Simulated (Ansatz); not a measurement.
# AlS: the cost of one run

The runs use Ansatz 0.2.0, Gaussian basis; def2-QZVPP, all electrons in the functionals, frozen cores in the correlation of double hybrids and RPA.

Plan: wB97M-V, B2PLYP, at charge 0, quartet; charge 0, doublet; charge 0, sextet; charge 1, triplet; charge 1, quintet.

**1. The system**

The geometry is a PBE0/def2-TZVP stationary point (not a proven minimum).

2 atoms, charge 0, spin multiplicity 4.

Atoms are counted from 1 here; the program's logs count them from 0.

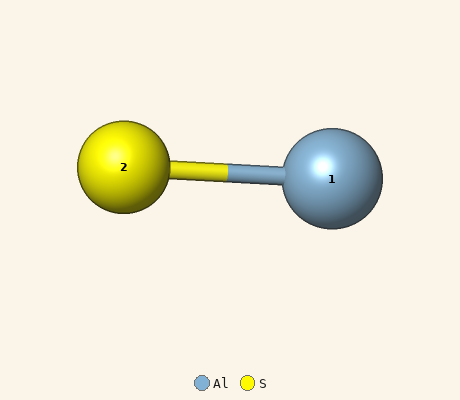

The structure; aluminium light blue, sulfur yellow; atoms are numbered from 1 in the order of the file.

No dispersion term is added; wB97M-V holds VV10 nonlocal correlation.

The geometry shown and the zero of energy belong to the point charge 0, quartet. The yardstick, UCCSD(T), and other wave-function levels (R restricted, U unrestricted, valence and pair active spaces) come from earlier runs.

**2. wB97M-V, charge 0, quartet**

in.yaml

```yaml
crystal:
  periodic: [false, false, false]
  atoms:
    - {symbol: Al, position_ang: [0.000000, 0.000000, 0.000000]}
    - {symbol: S, position_ang: [0.000000, 0.000000, 2.240800]}
basis:
  gaussian: {orbitals: "def2-QZVPP.json"}
magnetization: {spin_polarized: true, initial_magnetization: 3}
hamiltonian: {xc: {name: wB97M-V}}
output: {orbitals: {seedname: orbitals}}
```

Command:

```console
ansatz run in.yaml --threads 1 --pin off --events-out ev --progress --plain --max-ram 2393MiB
```

What time and memory should one allow on 1 thread of Arm Neoverse V1, shared host?

About 48 s, with a peak of 0.46 GiB.
